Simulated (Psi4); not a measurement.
**F2S2 (Thio-thionyl fluoride), step by step**

Aim: a geometry optimisation (B97-3c/def2-mTZVP), then the harmonic vibrations, then the energy (SCS-MP2/aug-cc-pVDZ) of F2S2 (Thio-thionyl fluoride). 

The results are computed with Psi4 1.11.

## (1) The system as given

F2S2: 4 atoms, total charge 0, spin state singlet. SMILES: `FS(F)=S`. The coordinates come from a GFN2-xTB relaxation. The run starts from this shape.

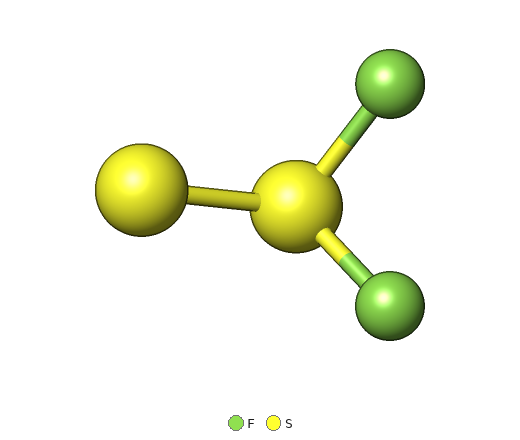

Viewed from a chosen angle; fluorine green, sulfur yellow.

## (2) A structure relaxation at B97-3c/def2-mTZVP (density fitting) (run 1)

Contents of f2s2.xyz:

```xyz
4
F2S2
F      0.766610     0.341640     1.237090
S     -0.514710    -0.073220     0.231030
F      0.333030    -1.428520    -0.291570
S     -0.584940     1.160090    -1.176550
```

Contents of job.py:

```python
import psi4

psi4.set_memory(1600000000)
psi4.set_num_threads(1)
psi4.set_output_file('psi4.out', False)

with open('f2s2.xyz') as f:
    atoms = ''.join(f.readlines()[2:])
m = psi4.geometry('0 1\n' + atoms + 'symmetry c1')

psi4.set_options({
    'geom_maxiter': 60,
})

energy_value, wavefunction = psi4.optimize("b97-3c", molecule=m, return_wfn=True)
print(f'total energy {energy_value:.8f} hartree = {energy_value * 27.211386:.5f} eV')
m.save_xyz_file('final.xyz', False)
for k, v in sorted(psi4.core.scalar_variables().items()):
    print(f'{k:45s} {v:18.10f}')
```

On the command line:

```
$ python job.py
```

psi4.out:

```text
Psi4 1.11 release

gradient() will perform analytic gradient computation.

   => Loading Basis Set <=

    Name: DEF2-MTZVP
    Role: ORBITAL
    Keyword: BASIS

   => B973C: Empirical Dispersion <=

        s6 =       1.000000
        s8 =       1.500000
        a1 =       0.370000
        a2 =       4.100000
        s9 =       1.000000

[... 155 lines left out ...]
   @DF-RKS iter   9:  -995.85949088548750   -6.52780e-07   2.91297e-06 DIIS
[... 315 lines left out ...]
   @DF-RKS iter   3:  -995.85975385361621   -7.75706e-04   5.49489e-05 DIIS
[... 233 lines left out ...]
   @DF-RKS iter   1:  -995.85976742514549   -2.10774e-04   2.63326e-05 DIIS
[... 232 lines left out ...]
                           Total Energy        Delta E     RMS |[F,P]|
[... 168 lines left out ...]
	  Convergence Criteria     1.00e-06 *    3.00e-04 *             o    1.20e-03 *             o
[... 7 lines left out ...]
	    F   0.9004603038   0.2285102968   1.3682912836
	    S  -0.3631522813  -0.2182890318   0.3557418692
	    F   0.4576843551  -1.5776465067  -0.1920393277
	    S  -0.4438820203   1.0199770552  -1.0547057834

    Final optimized geometry and variables:
    Molecular point group: c1
    Full point group: C1

    Geometry (in Angstrom), charge = 0, multiplicity = 1:

    F            0.900486459886     0.228639120730     1.368377370177
    S           -0.363173909078    -0.218298422692     0.355772569674
    F            0.457659867973    -1.577760461556    -0.192157412476
    S           -0.443862061469     1.019971577010    -1.054704485675

[set-up sections that repeat, and orbital energies of the middle runs, are left out above]
```

Standard output:

```text
Optimizer: Optimization complete!
total energy -995.85977169 hartree = -27098.72465 eV
B973C DISPERSION CORRECTION ENERGY                 -0.0079386550
CURRENT ENERGY                                   -995.8597716928
CURRENT REFERENCE ENERGY                         -995.8597716928
DD SOLVATION ENERGY                                 0.0000000000
DFT FUNCTIONAL TOTAL ENERGY                      -995.8432601976
DFT TOTAL ENERGY                                 -995.8597716928
DFT VV10 ENERGY                                     0.0000000000
DFT XC ENERGY                                     -72.0317205329
DISPERSION CORRECTION ENERGY                       -0.0079386550
GRID ELECTRONS ALPHA                               24.9999985456
GRID ELECTRONS BETA                                24.9999985456
GRID ELECTRONS TOTAL                               49.9999970912
NUCLEAR REPULSION ENERGY                          233.3715463416
ONE-ELECTRON ENERGY                             -1842.5883710862
OPTIMIZATION ITERATIONS                             4.0000000000
PCM POLARIZATION ENERGY                             0.0000000000
PE ENERGY                                           0.0000000000
SCF ITERATION ENERGY                             -995.8597716928
SCF ITERATIONS                                      9.0000000000
SCF TOTAL ENERGY                                 -995.8597716928
TWO-ELECTRON ENERGY                               685.4052850800
XC GRID RADIAL POINTS                              75.0000000000
XC GRID SPHERICAL POINTS                          302.0000000000
XC GRID TOTAL POINTS                            85656.0000000000
```

Run time: 21 s. Hardware: 1 thread of Intel Xeon Platinum 8259CL at 2.50GHz (Skylake/Cascade Lake), shared host; peak memory 0.45 GiB.

The path in brief:

```csv
step,energy from the first frame kept (eV),largest force (eV/Å)
0,0.0000,0.3783
1,-0.0075,0.0947
2,-0.0076,0.0456
3,-0.0076,0.0085
```

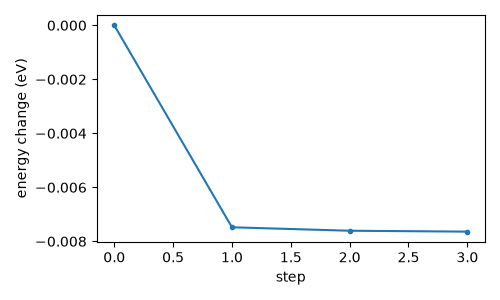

Energy along the run.

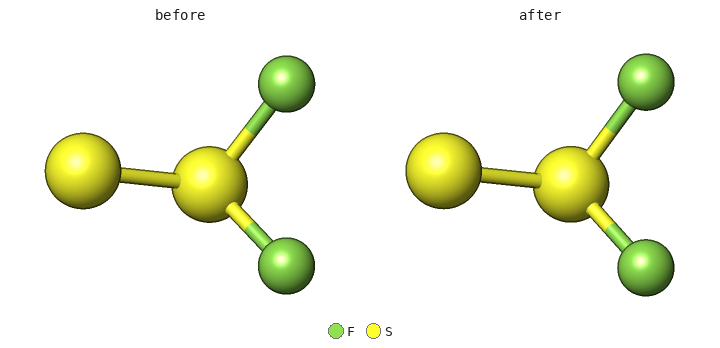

Before and after, at one scale.

After the run. Bond lengths: F1–S2 1.680 Å, S2–F3 1.680 Å, S2–S4 1.879 Å. Angles: F1–S2–F3 92.5°, F1–S2–S4 108.0°, F3–S2–S4 108.0°.

## (3) The harmonic vibrations at B97-3c/def2-mTZVP (density fitting) (run 2)

Contents of job.dat:

```
memory 1600 mb

molecule geom {
  F      0.760536     0.366959     1.248044
  S     -0.503124    -0.079978     0.235440
  F      0.317709    -1.439440    -0.312490
  S     -0.583813     1.158292    -1.175038
  symmetry c1
}

set {
  reference rks
  t 400.0
  rotational_symmetry_number 1
}

result, w = frequency("b97-3c", return_wfn=True)
```

On the command line:

```
$ psi4 job.dat job.out -n 1
```

job.out:

```text
Psi4 1.11 release

         ----------------------------------------------------------
                                   FINDIF
         ----------------------------------------------------------

[... 613 lines left out ...]
    Weights Tolerance      =       1.00E-15
[... 777 lines left out ...]
   @DF-RKS iter   5:  -995.85860695006045   -3.18521e-02   6.15783e-04 DIIS/ADIIS
[... 757 lines left out ...]
   @DF-RKS iter  12:  -995.85977160273330   -2.04636e-11   2.75342e-08 DIIS
[... 739 lines left out ...]
    Empirical Dispersion Energy =          -0.0165093157130049
[... 864 lines left out ...]
    Translational S                         41.235 [cal/(mol K)]      172.528 [J/(mol K)]       0.06571252 [mEh/K] (mol. weight = 101.9409 [u], P = 101325.00 [Pa])
[... 58 lines left out ...]
    Psi4 run time: 0:01:32.81

[set-up sections that repeat, and orbital energies of the middle runs, are left out above]
```

The script printed:

```text
Warning: used thermodynamics relations inappropriate for low-frequency modes: ['243.6466' '290.7537' '357.0951' '601.0040']
```

Wall time 95 s (1 thread of Intel Xeon Platinum 8259CL at 2.50GHz (Skylake/Cascade Lake), shared host); peak memory 0.44 GiB.

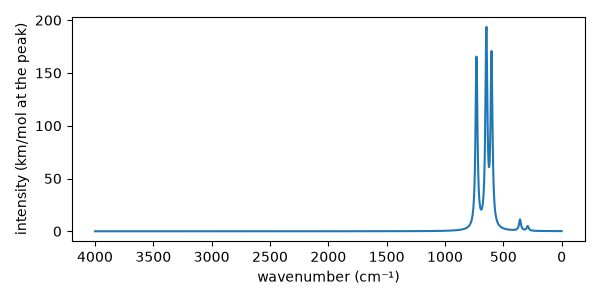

Harmonic infrared spectrum, unscaled, lines broadened by 10 cm⁻¹.

## (4) The energy at SCS-MP2/aug-cc-pVDZ (density fitting) (run 3)

Contents of job.dat:

```
memory 1.6 GB

molecule mol {
  0 1
  F      0.760536     0.366959     1.248044
  S     -0.503124    -0.079978     0.235440
  F      0.317709    -1.439440    -0.312490
  S     -0.583813     1.158292    -1.175038
  units angstrom
  symmetry c1
}

set basis aug-cc-pVDZ
set reference rhf
set freeze_core true

e, wfn = energy("scs-mp2", return_wfn=True)
```

On the command line:

```
$ psi4 -n 1 job.dat job.out
```

job.out:

```text
Psi4 1.11 release

   => Loading Basis Set <=

    Name: AUG-CC-PVDZ
    Role: ORBITAL
    Keyword: BASIS

         ---------------------------------------------------------
                                   SCF
                              RHF Reference
                        1 Threads,   1525 MiB Core
         ---------------------------------------------------------

  ==> Geometry <==

    Molecular point group: c1
    Full point group: C1

    Geometry (in Angstrom), charge = 0, multiplicity = 1:

[... 88 lines left out ...]
   @RHF iter   2:  -993.82819460477333   -6.10422e-02   3.64468e-03 DIIS/ADIIS
[... 8 lines left out ...]
   @RHF iter  11:  -993.88518193063680   -2.82739e-10   2.53917e-08 DIIS
[... 53 lines left out ...]
 Dipole X            :          0.6703441           -1.3025098           -0.6321657
[... 93 lines left out ...]
  MBIS_D_CONVERGENCE            => (empty)
[... 108 lines left out ...]
	MP2 Total Energy (a.u.)            :  -994.60647458977053
[... 2 lines left out ...]
	total time  =          3 seconds =       0.05 minutes

    Psi4 run time: 0:00:32.87
```

Run time: 35 s. Hardware: 1 thread of Intel Xeon Platinum 8259CL at 2.50GHz (Skylake/Cascade Lake), shared host; peak memory 0.6 GiB.

## (5) What came out

| quantity | value |
| --- | --- |
| run 1, B97-3c/def2-mTZVP: total energy at the end | -995.85977 Eh |
| run 1, B97-3c/def2-mTZVP: dipole moment | 1.50 D |
| run 1, B97-3c/def2-mTZVP: HOMO energy | -7.23 eV |
| run 1, B97-3c/def2-mTZVP: LUMO energy | -3.58 eV |
| run 1, B97-3c/def2-mTZVP: HOMO–LUMO gap | 3.65 eV |
| run 2, B97-3c/def2-mTZVP: lowest harmonic wavenumber | 244 cm⁻¹ |
| run 2, B97-3c/def2-mTZVP: highest harmonic wavenumber | 730 cm⁻¹ |
| run 2, B97-3c/def2-mTZVP: zero-point energy | 17.2 kJ/mol |
| run 2, B97-3c/def2-mTZVP: ideal-gas entropy at 400 K (symmetry number 1 as used) | 75.9 cal/(mol K) |
| run 3, SCS-MP2/aug-cc-pVDZ: total energy | -994.57719 Eh |
| run 3, SCS-MP2/aug-cc-pVDZ: HOMO energy (Hartree–Fock orbitals) | -11.11 eV |
| run 3, SCS-MP2/aug-cc-pVDZ: LUMO energy (Hartree–Fock orbitals) | 0.70 eV |
| run 3, SCS-MP2/aug-cc-pVDZ: HOMO–LUMO gap (Hartree–Fock orbitals) | 11.81 eV |
| run 3, SCS-MP2/aug-cc-pVDZ: correlation energy (12 core orbitals frozen) | -692.0 mEh |

What this shows: The optimisation (run 1, B97-3c/def2-mTZVP) took 4 steps and changed the energy by -0.008 eV. All 6 modes are real, so the shape is a minimum at this level.
